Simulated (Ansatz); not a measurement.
# C2H3FGe (SMILES C#[C][GeH2][F]): BLYP/cc-pVDZ

What is the vertical singlet–triplet gap of C2H3FGe at BLYP/cc-pVDZ? 

The calculation is run with Ansatz 0.2.0.

63 further runs of the same task are left out: 63 set aside as unsound or not needed. Runs told in other sessions of the task aren't counted.

## 1. Starting point

The species is C2H3FGe (7 atoms), meant as a singlet with charge 0. SMILES: `C#[C][GeH2][F]`. Geometry: relaxed at PBE0-D4/def2-TZVP.

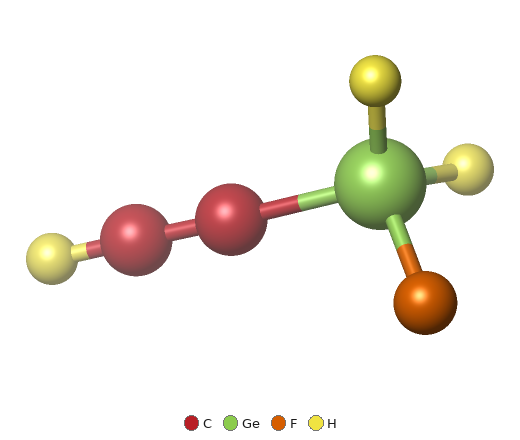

The structure, seen from a chosen angle (carbon red, germanium green, fluorine orange, hydrogen yellow).

## 2. The energy at BLYP/cc-pVDZ

molecule.yaml

```yaml
crystal:
  periodic: [false, false, false]
  atoms:
    - {symbol: C, position_ang: [1.589600, -1.011400, 0.749400]}
    - {symbol: C, position_ang: [0.653200, -0.399300, 0.302800]}
    - {symbol: Ge, position_ang: [-0.795200, 0.603200, -0.384600]}
    - {symbol: F, position_ang: [-1.928600, -0.538300, -1.040400]}
    - {symbol: H, position_ang: [2.414700, -1.560800, 1.142300]}
    - {symbol: H, position_ang: [-1.525800, 1.349500, 0.733200]}
    - {symbol: H, position_ang: [-0.346600, 1.489200, -1.548300]}
basis:
  gaussian: {orbitals: cc-pVDZ}
hamiltonian: {xc: {name: BLYP}}
accuracy: high
output: {orbitals: {seedname: orbitals}}
```

The run is started by

```sh
$ ansatz run molecule.yaml --threads 1 --pin off --max-ram 2610MiB --events-out events.jsonl --progress --plain --runs-dir runs
```

Log:

```text
Warning: RAYON_NUM_THREADS=1 ignored (pool sized by the plan → 1); use --threads N
Functional definition: BLYP
  name "BLYP"
  parameter beta = 0.0042
  parameter a = 0.04918
  parameter b = 0.132
  parameter c = 0.2533
  parameter d = 0.349
  exchange = b88_x(beta = beta)
  correlation = lyp_c(a = a, b = b, c = c, d = d)
1814 factors; integrals over basis functions are off by at most 4.7e-9 eV
mean field evaluation 1: about -61349.1059 eV, gradient 5.4e1 eV
mean field evaluation 2: about -61333.0520 eV, gradient 1.0e2 eV
mean field evaluation 4: about -61355.7353 eV, gradient 1.5e1 eV
mean field evaluation 8: about -61356.2480 eV, gradient 1.0e-1 eV
mean field evaluation 16: about -61356.2480 eV, gradient 3.2e-6 eV
mean field -61356.24801214 eV, -2254.8005256876 hartree, gradient 2.0e-8 eV, S^2 0.000000; 0 other end points of the search recorded, 0 dependent functions left out
reference -61356.24806527 eV, -2254.8005276400 hartree; 28, 28 occupied and 56, 56 virtual orbitals, 1814 factors
Total energy: -61356.24806527 eV, -2254.8005276400 hartree
```

It took 2.4 s on 1 thread of AMD EPYC 9R45 (Zen 5), shared host; peak memory 0.21 GiB.

## 3. The triplet, same level

molecule.yaml: that of step 2 with these lines changed.

```diff
@@ -11,5 +11,11 @@
 basis:
-  gaussian: {orbitals: cc-pVDZ}
-hamiltonian: {xc: {name: BLYP}}
+  gaussian:
+    orbitals: cc-pVDZ
+magnetization:
+  spin_polarized: true
+  initial_magnetization: 2
+hamiltonian:
+  xc: {name: BLYP}
 accuracy: high
-output: {orbitals: {seedname: orbitals}}
+output:
+  orbitals: {seedname: orbitals}
```

The run is started by

```sh
$ ansatz run molecule.yaml --threads 1 --pin off --max-ram 2610MiB --events-out events.jsonl --progress --plain --runs-dir runs
```

Log, cut to the lines that bear on the results:

```text
Warning: RAYON_NUM_THREADS=1 ignored (pool sized by the plan → 1); use --threads N
Functional definition: BLYP
  name "BLYP"
[...]
1814 factors; integrals over basis functions are off by at most 4.7e-9 eV
[...]
mean field -61350.99890675 eV, -2254.6076246224 hartree, gradient 2.5e-8 eV, S^2 2.004142; 8 other end points of the search recorded, 0 dependent functions left out
reference -61350.99896068 eV, -2254.6076266044 hartree; 29, 27 occupied and 55, 57 virtual orbitals, 1814 factors
Total energy: -61350.99896068 eV, -2254.6076266044 hartree
```

It took 14 s on 1 thread of AMD EPYC 9R45 (Zen 5), shared host; peak memory 0.28 GiB.

## 4. Summary of results

At BLYP/cc-pVDZ:

| quantity | value |
| --- | --- |
| singlet: total energy | -2254.80053 Eh |
| singlet: HOMO energy | -6.92 eV |
| singlet: LUMO energy | -1.33 eV |
| singlet: HOMO–LUMO gap | 5.60 eV |
| triplet: total energy | -2254.60763 Eh |
| triplet: HOMO energy (highest over α and β) | -2.35 eV |
| triplet: ⟨S²⟩ | 2.004 |
| vertical energy of the triplet above the singlet | 5.249 eV |

**Reading.** At this shape the triplet lies 5.25 eV (121 kcal/mol) above the singlet.
